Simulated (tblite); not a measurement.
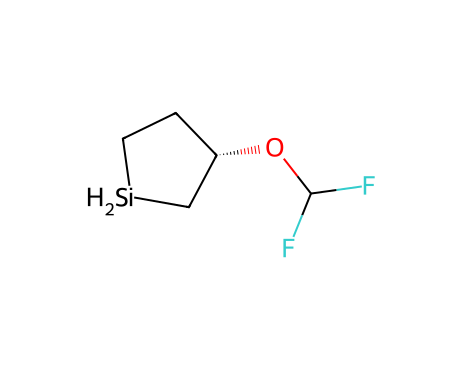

(Drawn from a calculation with tblite.)

A structural formula.

Q: Give its SMILES.

A: FC(F)O[C@H]1CC[SiH2]C1

Q: Give the formula, hydrogens included.

A: C5H10F2OSi.

Q: An optimisation with GFN2-xTB gave a structure of which point group?

A: C1.
